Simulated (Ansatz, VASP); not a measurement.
# MgO in two plane-wave programs

Aim: how closely do two programs agree when they are given the same cell, functional and k mesh? The cell comes out of the VASP series on this material, whose earlier steps may have relaxed, scaled or displaced it; both programs get it as it stands.

Calculated with Ansatz 0.2.0; plane waves, with VASP 6.6.1 beside it; relaxation of cell and atoms at LDA and zone-centre phonons at PBEsol.

## 1. Starting point

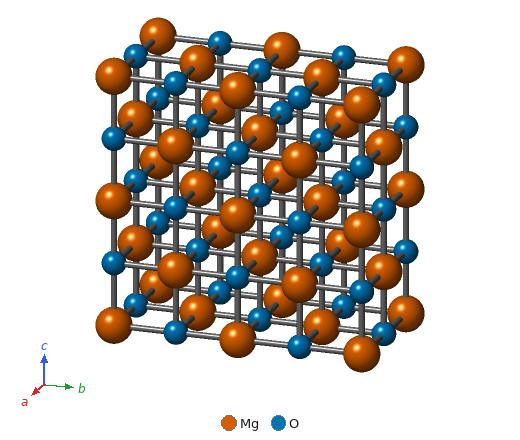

Start, viewed from a free direction; magnesium orange, oxygen blue. 1×2×2 cells are drawn. This picture shows the conventional cell, with its axes. Some periodic images of atoms are drawn too.

Structure file:

```cif
data_structure
_symmetry_space_group_name_H-M 'P 1'
_symmetry_Int_Tables_number 1
_cell_length_a 2.9314
_cell_length_b 2.9314
_cell_length_c 2.9314
_cell_angle_alpha 60.000
_cell_angle_beta 60.000
_cell_angle_gamma 60.000
_cell_volume 17.81
loop_
_atom_site_label
_atom_site_type_symbol
_atom_site_fract_x
_atom_site_fract_y
_atom_site_fract_z
_atom_site_occupancy
Mg1 Mg 0.00000 0.00000 0.00000 1
O2 O 0.50000 0.50000 0.50000 1
```

## 2. Ansatz: relaxation of cell and atoms, LDA

Ansatz runs on its default PAW (the set named soft_2) files.

The relaxed volume is the usual yardstick between codes: its relative difference is about their pressure difference at one cell divided by the bulk modulus.

input.yaml reads:

```yaml
crystal:
  lattice:
    - [0.0, 2.0728316201, 2.0728316201]
    - [2.0728316201, 0.0, 2.0728316201]
    - [2.0728316201, 2.0728316201, 0.0]
  atoms:
    - { symbol: Mg, position: [0.0, 0.0, 0.0] }
    - { symbol: O, position: [0.5, 0.5, 0.5] }
hamiltonian:
  xc: lda
  pseudopotentials: { kind: paw }
kpoints:
  mp_grid: { grid: [12, 12, 12] }
scf:
  occupations: { method: gaussian, width: 0.03 }
relax:
  f_tol: 0.01
  max_steps: 60
  cell: { stress_tol: 0.05 }
output:
  forces: true
  stress: true
  write_density: true
  write_potential: true
  elf: true
  volumetric_format: npy
```

Command:

```
ansatz run input.yaml --threads 4 --pin off --max-ram 9216MiB --backend cpu --events-out ev --progress --plain --runs-dir out
```

Numbers of over 12 decimals in the logs are rounded to 6 here.

Output:

```text
Engine: ansatz 0.2.0, aarch64-unknown-linux-gnu
Pseudopotentials: kind: paw
Pseudopotential: Mg, paw, valence charge 10, recommended cutoff 420 eV (normal), Mg.paw.azcp
Pseudopotential: O, paw, valence charge 6, recommended cutoff 420 eV (normal), O.paw.azcp
Functional definition: SPW92
  exchange = slater_x
  correlation = pw_c
Crystal: 2 atoms, lattice volume = 17.812 Å³
Basis set: ecut = 420 eV, 331 PW (Γ)
Bands: 12, of which v1, the nominal top of the filled ones, is band 8 counted from 1 (7 counted from 0)
Symmetry: 48 space group operations
Space group: Fm-3m (ITA 225), of the structure as read, at distance tolerance 2.6e-5 Å
k-points: 72 of 1728
Non-local potential: Mg, projectors of the file, l = 0: 3, l = 1: 2, l = 2: 1
Non-local potential: O, projectors of the file, l = 0: 2, l = 1: 2, l = 2: 1
PAW form: soft (Blöchl's): semilocal exchange-correlation on the pseudo side does not see the compensation charge
PAW frozen core: Mg, regenerated for the run's functional, and the local potential with it (the file was generated under x = pbe(κ = 0.804, μ = 0.219515), c = pbe(β = 0.066725))
PAW frozen core: O, regenerated for the run's functional, and the local potential with it (the file was generated under x = pbe(κ = 0.804, μ = 0.219515), c = pbe(β = 0.066725))
PAW one-centre angular grid: Mg, 110 points (default); XC on 64 Gauss nodes
PAW one-centre angular grid: O, 110 points (default); XC on 64 Gauss nodes
Initial density: superposition of atomic densities (neutral atoms: chi_scale 0, normalization atom), corrected by the library's trained network
Initial wavefunctions: pseudopotential atomic-orbital guess
Functional: x = slater, c = lda
SCF iter   1: F=—  HF=-2460.082199 eV  |F-HF|=—  |Δ(HF+E_count)|=         —  Δρ=1.81e-2  dr2=4.60e-2  ethr=1.77e-3  ⟨swp⟩=5.8  Hψ=5101  notcnv=0
preconditioner: auto → none  [insulator: Δε(μ)=4.981 eV  Ē_g=18.653 eV  σ=0.030 eV  W_gap=1.00  n_scr=8 (ndim 8)  ℏωp=24.9 eV  f_vac=0.000  D(μ)=0.00/eV (n_scr^D=0)  ε∞_Penn≈2.8]
SCF iter   2: F=—  HF=-2460.066469 eV  |F-HF|=—  |Δ(HF+E_count)|=   1.57e-2  Δρ=5.56e-3  dr2=5.04e-3  ethr=2.87e-4  ⟨swp⟩=2.0  Hψ=1718  notcnv=0
SCF iter   3: F=—  HF=-2460.064712 eV  |F-HF|=—  |Δ(HF+E_count)|=   1.76e-3  Δρ=9.38e-4  dr2=8.70e-5  ethr=3.15e-5  ⟨swp⟩=2.4  Hψ=1348  notcnv=0
SCF iter   4: F=—  HF=-2460.064673 eV  |F-HF|=—  |Δ(HF+E_count)|=   3.89e-5  Δρ=7.08e-5  dr2=5.67e-7  ethr=5.44e-7  ⟨swp⟩=1.9  Hψ=1059  notcnv=0
iter 5 did not close the SCF: its close was put off for the readings that it lacked (scf_convergence_deferred on its scf_iter line)
SCF iter   5: F=-2460.064673 eV  HF=-2460.064673 eV  |F-HF|=5.83e-9  |Δ(HF+E_count)|=   1.05e-7  Δρ=1.09e-5  dr2=7.23e-9  ethr=3.54e-9  ⟨swp⟩=2.0  Hψ=1130  notcnv=0
SCF iter   6: F=-2460.064673 eV  HF=-2460.064673 eV  |F-HF|=1.44e-10  |Δ(HF+E_count)|=   6.89e-9  Δρ=1.20e-6  dr2=1.02e-10  ethr=4.52e-11  ⟨swp⟩=5.0  Hψ=4381  notcnv=0
SCF 1 converged in 6 iterations: F = -2460.064673 eV  dr2 = 1.02e-10
  greatest PAW one-centre occupation: 1.000 electrons in one spin orbital (limit 2), on the Mg atom at site 0 (counted from 0), in its partial waves of l = 1
relax step   1: F+E_penalty+E_count = -2460.06467295 eV  Δ(F+E_penalty+E_count) = +0.000e0 eV  max|allowed force component| = 9.088e-30 eV/Å  Δτ_max = 0.0000 Å  P = +1.705 GPa  Ω = 17.812 Å³  (6 SCF iters, dr2 threshold 1.00e-7 eV, accepted)
[...]
relax step   2: F+E_penalty+E_count = -2460.06488348 eV  Δ(F+E_penalty+E_count) = -2.105e-4 eV  max|allowed force component| = 2.656e-29 eV/Å  Δτ_max = 0.0000 Å  P = +0.987 GPa  Ω = 17.881 Å³  energy of the carried Pulay correction = -3.634e-4 eV  (6 SCF iters, dr2 threshold 2.00e-7 eV, accepted)
[...]
relax step   3: F+E_penalty+E_count = -2460.06467626 eV  Δ(F+E_penalty+E_count) = +2.072e-4 eV  max|allowed force component| = 3.205e-30 eV/Å  Δτ_max = 0.0000 Å  P = +0.011 GPa  Ω = 17.975 Å³  energy of the carried Pulay correction = -8.643e-4 eV  (6 SCF iters, dr2 threshold 2.00e-7 eV, accepted)
[...]
relax step   4: F+E_penalty+E_count = -2460.06553593 eV  Δ(F+E_penalty+E_count) = -8.597e-4 eV  max|allowed force component| = 3.879e-30 eV/Å  Δτ_max = 0.0000 Å  P = +0.099 GPa  Ω = 17.975 Å³  stress off target by 9.93e-2 GPa  SCF on the basis re-selected at this cell (its energy is not comparable with the rows above)  (8 SCF iters)
[...]
relax step   5: F+E_penalty+E_count = -2460.06548723 eV  Δ(F+E_penalty+E_count) = +4.870e-5 eV  max|allowed force component| = 2.630e-30 eV/Å  Δτ_max = 0.0000 Å  P = +0.004 GPa  Ω = 17.985 Å³  energy of the carried Pulay correction = -5.182e-5 eV  (7 SCF iters, accepted)
[...]
relax step   6: F+E_penalty+E_count = -2460.06553116 eV  Δ(F+E_penalty+E_count) = -4.393e-5 eV  max|allowed force component| = 4.429e-30 eV/Å  Δτ_max = 0.0000 Å  P = +0.006 GPa  Ω = 17.985 Å³  stress off target by 6.12e-3 GPa  SCF on the basis re-selected at this cell (its energy is not comparable with the rows above)  (7 SCF iters)
basis re-selected at this cell: Δ(F+E_penalty+E_count) = -4.393e-5 eV, ΔP = +0.002 GPa vs the last step (what re-selecting the basis moved, of the pressure what is left beyond the Pulay correction that the steps carried, after the strain that the cell walked since its last selection, with what the two solves' SCF thresholds leave and, on support functions, any second-order correction that the steps lacked; it is no m [...]
SCF converged after 7 iterations
Free energy (F): -2460.065531 eV
Harris-Foulkes:  -2460.065531 eV  (|F-HF|=4.55e-13)
Internal energy: -2460.065531 eV  (E = F + TS)
E sigma→0 (E₀):  -2460.065531 eV
Fermi energy:    10.760042 eV
--- Per-component energies (eV) ---
  E_band       = -287.631010
  E_kinetic    = 255.770316
  E_local      = -1577.233087  (includes V_loc(G=0)·N_el)
  E_nonlocal   = 145.614284
  E_hartree    = 543.359061
  E_xc         = -104.029801
  E_vxc        = -134.277044  (∫ρ·V_xc dr)
  E_paw        = -417.986331  (= ΣΔE_a)
  E_vpaw       = -64.226246  (= ΣTr[D̂ρ^β])
  E_aug_tail   = 0.002646  (compensation charges beyond the density's cutoff)
  E_ewald      = -1305.810019
  E_core_change = 0.247401  (= ΣΔE_core)
  E_smearing   = -0.000000  (= −TS)
  E_closure    = 0.000000  (closes the sum)
  Σ components = -2460.065531   (vs F -2460.065531, Δ=0.00e0)
--- Forces (eV/Å), atoms counted from 1 ---
  atom   1  Mg    -0.00000000     0.00000000     0.00000000
  atom   2  O      0.00000000    -0.00000000     0.00000000
  max |Σ_I F_I| component: 9.02e-30 eV/Å
--- Stress (GPa, compression-positive) ---
        0.006123      -0.000000      -0.000000
       -0.000000       0.006123      -0.000000
       -0.000000      -0.000000       0.006123
  P = ⅓ Tr σ = 0.0061 GPa (0.061 kbar)
--- Band table (eV; the first three rows and the last of 72) ---
  k-point 0: bands = [... 4 lower, -8.9611, 8.2421, 8.2421, 8.2421, 13.2778, 23.9965, 23.9965, 23.9965]
  k-point 1: bands = [... 4 lower, -8.8763, 7.7629, 8.1908, 8.1908, 13.7261, 23.0446, 24.1751, 24.1751]
  k-point 2: bands = [... 4 lower, -8.6360, 6.6886, 8.0536, 8.0536, 14.6769, 21.6885, 24.6026, 24.6026]
  k-point 71: bands = [... 4 lower, -7.1539, 5.1360, 5.1360, 6.3675, 19.9545, 19.9545, 20.5846, 24.0056]
--- Relaxed structure (4 steps of the walk, 4 accepted, 2 SCFs on fresh bases) ---
  F+E_penalty+E_count = -2460.06553116 eV   max|allowed force component| = 4.429e-30 eV/Å   (the final SCF, on the basis selected at the relaxed cell)
  cell:  # Å, volume = 17.9851 Å³
    - [0, 2.079511, 2.079511]
    - [2.079511, 0, 2.079511]
    - [2.079511, 2.079511, 0]
  atoms:
    - { symbol: Mg, position: [0, 0, 0] }
    - { symbol: O, position: [0.5, 0.5, 0.5] }
```

Wall time 2.6 s (4 threads of Arm Neoverse V2, shared host); peak memory 0.27 GiB; 6.6 s of CPU time.

## 3. VASP: relaxation of cell and atoms, LDA

The same cell, functional (in two slightly different forms), mesh and smearing now go to VASP, with its own data sets and cutoff.

Lines of VASP's logs that name or quote its potential files are left out, and so is its time.

INCAR reads:

```
SYSTEM = MgO
PREC = Accurate
ENCUT = 520
EDIFF = 1E-07
NELM = 100
ISMEAR = 0
SIGMA = 0.03
LREAL = .FALSE.
ALGO = Normal
GGA = CA
NBANDS = 10
LORBIT = 11
LWAVE = .FALSE.
LCHARG = .FALSE.
KPAR = 4
IBRION = 2
NSW = 50
ISIF = 3
EDIFFG = -0.002
```

POSCAR reads:

```
MgO
1.0
    0.0000000000      2.0728316201      2.0728316201
    2.0728316201      0.0000000000      2.0728316201
    2.0728316201      2.0728316201      0.0000000000
Mg O
1 1
Direct
    0.0000000000      0.0000000000      0.0000000000
    0.5000000000      0.5000000000      0.5000000000
```

KPOINTS reads:

```
Automatic mesh
0
Gamma
12 12 12
0 0 0
```

Potentials, in the order of the species: Mg and O (LDA family, release 64).

Command:

```
mpirun -np 4 vasp_std
```

Output:

```text
[banner, memory and clock lines left out]
running    4 mpi-ranks, on    1 nodes
 distrk:  each k-point on    1 cores,    4 groups
 distr:  one band on    1 cores,    1 groups

 POSCAR found type information on POSCAR MgO
 POSCAR found :  2 types and       2 ions
 LDA part: xc-table for (Slater(with rela. corr.)+CA(PZ))
 , standard interpolation
 POSCAR, INCAR and KPOINTS ok, starting setup
 FFT: planning ... GRIDC
 FFT: planning ... GRID_SOFT
 FFT: planning ... GRID
 WAVECAR not read
 entering main loop
       N       E                     dE             d eps       ncg     rms          rms(c)
DAV:   1     0.107911738235E+02    0.10791E+02   -0.48471E+03  1664   0.715E+02
DAV:   2    -0.145193597137E+02   -0.25311E+02   -0.24977E+02  1618   0.139E+02
DAV:   3    -0.150316462391E+02   -0.51229E+00   -0.51197E+00  1716   0.175E+01
DAV:   4    -0.150327119788E+02   -0.10657E-02   -0.10657E-02  1596   0.893E-01
DAV:   5    -0.150327150168E+02   -0.30380E-05   -0.30380E-05  1636   0.448E-02    0.710E+00
DAV:   6    -0.135074497381E+02    0.15253E+01   -0.87716E+00  1460   0.177E+01    0.219E+00
DAV:   7    -0.134692078534E+02    0.38242E-01   -0.49693E-02  1560   0.218E+00    0.127E+00
DAV:   8    -0.134457468300E+02    0.23461E-01   -0.25972E-02  1464   0.181E+00    0.186E-01
DAV:   9    -0.134455688926E+02    0.17794E-03   -0.18553E-04  1642   0.112E-01    0.126E-01
DAV:  10    -0.134454547799E+02    0.11411E-03   -0.28181E-04  1520   0.154E-01    0.785E-03
DAV:  11    -0.134454540310E+02    0.74890E-06   -0.37053E-06  1562   0.115E-02    0.293E-03
DAV:  12    -0.134454540333E+02   -0.22967E-08   -0.14774E-07  1210   0.281E-03
   1 F= -.13445454E+02 E0= -.13445454E+02  d E =-.134455E+02
 curvature:   0.00 expect dE= 0.000E+00 dE for cont linesearch  0.000E+00
 trial: gam= 0.00000 g(F)=  0.816E-66 g(S)=  0.130E-05 ort = 0.000E+00 (trialstep = 0.100E+01)
 search vector abs. value=  0.130E-05
 bond charge predicted
       N       E                     dE             d eps       ncg     rms          rms(c)
DAV:   1    -0.134454595226E+02   -0.54915E-05   -0.10093E-04  1496   0.863E-02    0.169E-02
DAV:   2    -0.134454545231E+02    0.49994E-05   -0.32465E-05  1518   0.357E-02    0.170E-03
DAV:   3    -0.134454544840E+02    0.39158E-07   -0.37436E-07  1482   0.590E-03
   2 F= -.13445454E+02 E0= -.13445454E+02  d E =-.450674E-06
 trial-energy change:   -0.000000  1 .order   -0.000000   -0.000001    0.000001
 step:   0.6735(harm=  0.6735)  dis= 0.00000  next Energy=   -13.445454 (dE=-0.438E-06)
 reached required accuracy - stopping structural energy minimisation
```

Parts of OUTCAR (step 3):

```text
ion  position               nearest neighbor table
   1  0.000  0.000  0.000-   2 2.07   2 2.07   2 2.07   2 2.07   2 2.07   2 2.07
   2  0.500  0.500  0.500-   1 2.07   1 2.07   1 2.07   1 2.07   1 2.07   1 2.07

  LATTYP: Found a face centered cubic cell.
 ALAT       =     4.1456632402

 Subroutine GETGRP returns: Found 48 space group operations
 (whereof 48 operations were pure point group operations)

The static configuration has the point symmetry O_h .

 Found     72 irreducible k-points:

   k-points           NKPTS =     72   k-points in BZ     NKDIM =     72   number of bands    NBANDS=     10

   dimension x,y,z NGX =    24 NGY =   24 NGZ =   24
   dimension x,y,z NGXF=    48 NGYF=   48 NGZF=   48

   ENCUT  =  520.0 eV  38.22 Ry    6.18 a.u.   5.45  5.45  5.45*2*pi/ulx,y,z

   NELECT =       8.0000    total number of electrons

 k-points in reciprocal lattice and weights: Automatic mesh
   0.00000000  0.00000000  0.00000000       0.001
   0.08333333  0.00000000  0.00000000       0.005
   0.16666667  0.00000000  0.00000000       0.005
   0.25000000  0.00000000  0.00000000       0.005
   0.33333333  0.00000000  0.00000000       0.005
   0.41666667  0.00000000  0.00000000       0.005
   0.50000000  0.00000000  0.00000000       0.002
   0.08333333  0.08333333  0.00000000       0.003
   0.16666667  0.08333333  0.00000000       0.014
[...]
-0.33333333  0.50000000  0.16666667       0.007
  -0.25000000  0.50000000  0.25000000       0.003

 average (electrostatic) potential at core
       1 -34.6028       2 -70.3937

 E-fermi :   3.4306

 k-point     1 :       0.0000    0.0000    0.0000
  band No.  band energies     occupation
      1     -14.0084      2.00000
      2       3.2497      2.00000
      3       3.2497      2.00000
      4       3.2497      2.00000
      5       8.3819      0.00000
      6      19.0316      0.00000
      7      19.0316      0.00000
      8      19.0316      0.00000
      9      23.1820      0.00000
    ...

 k-point     2 :       0.0833    0.0000    0.0000
  band No.  band energies     occupation
      1     -13.9246      2.00000
      2       2.7679      2.00000
      3       3.1969      2.00000
      4       3.1969      2.00000
      5       8.8294      0.00000
      6      18.0817      0.00000
      7      19.2143      0.00000
      8      19.2143      0.00000
      9      24.3617      0.00000
    ...

 k-point     3 :       0.1667    0.0000    0.0000
  band No.  band energies     occupation
      1     -13.6881      2.00000
      2       1.6850      2.00000
      3       3.0563      2.00000
      4       3.0563      2.00000
      5       9.7784      0.00000
      6      16.7288      0.00000
      7      19.6541      0.00000
      8      19.6541      0.00000
      9      23.6543      0.00000
    ...

  Total       -0.0020560     -0.0020560     -0.0020560     -0.0000000      0.0000000     -0.0000000
  in kB       -0.1848731     -0.1848731     -0.1848731     -0.0000000      0.0000000     -0.0000000
  external PRESSURE =      -0.1848731 kB  Pullay stress =       0.0000000 kB

  energy-cutoff  :      520.00
  volume of cell :       17.82
      direct lattice vectors                 reciprocal lattice vectors
     0.000000000  2.073043708  2.073043708    -0.241191248  0.241191248  0.241191248
     2.073043708  0.000000000  2.073043708     0.241191248 -0.241191248  0.241191248
     2.073043708  2.073043708  0.000000000     0.241191248  0.241191248 -0.241191248

 POSITION                                       TOTAL-FORCE (eV/Angst)
 -----------------------------------------------------------------------------------
      4.14609      2.07304      2.07304         0.000000     -0.000000      0.000000
      2.07304      2.07304      2.07304        -0.000000      0.000000     -0.000000
 -----------------------------------------------------------------------------------
    total drift:                               -0.000000     -0.000000      0.000000

  FREE ENERGIE OF THE ION-ELECTRON SYSTEM (eV)
  ---------------------------------------------------
  free  energy   TOTEN  =       -13.4454544840 eV

  energy  without entropy=      -13.4454544840  energy(sigma->0) =      -13.44545448

 reached required accuracy - stopping structural energy minimisation

 total charge
# of ion       s       p       d       tot
------------------------------------------
    1        0.161   0.204   0.090   0.455
    2        1.531   3.565   0.000   5.096
--------------------------------------------------
tot          1.692   3.769   0.090   5.551

[... 3 further parts left out ...]
```

## 4. Side by side

Known differences besides the PAW data sets themselves: the two LDA forms differ slightly; both relaxations stop at a tolerance, which leaves soft axes loose, and VASP keeps its plane-wave basis; the data sets hold 16 valence electrons in Ansatz (default PAW (the set named soft_2) files) and 8 in VASP; the cutoff is 420 eV in Ansatz and 520 eV in VASP; Ansatz makes its cores anew for this functional, VASP keeps those of its LDA data sets; Ansatz adds a Pulay correction to the stress that steers its cell, VASP none. Total energies have different zeros and are not compared.

Compared:

```csv
quantity,Ansatz,VASP,difference
volume (Å³),17.99,17.82,+0.94 %
"edge a after relaxation, in the typed setting (Å)",2.941,2.932,+0.31 %
```

The walks stopped with 0.01 GPa left in Ansatz and -0.02 GPa in VASP; each walk ends within a tolerance, so the volume difference is uncertain by about these residues over the bulk modulus, most in soft cells.

(Part 1 of 2 ends here.)

[Lines on the potential files, build, host, timing and source positions are cut from VASP's logs without a mark.]

[Logs are printed without paths, hosts, clocks, repeated set-up lines and the standing remarks that a program may print on its own settings, such as how far it seeks lower states.]

[Hosts, paths, dates, database ids (printed as entryN), source tags and the programs' standing remarks are cut or masked in the printed files.]
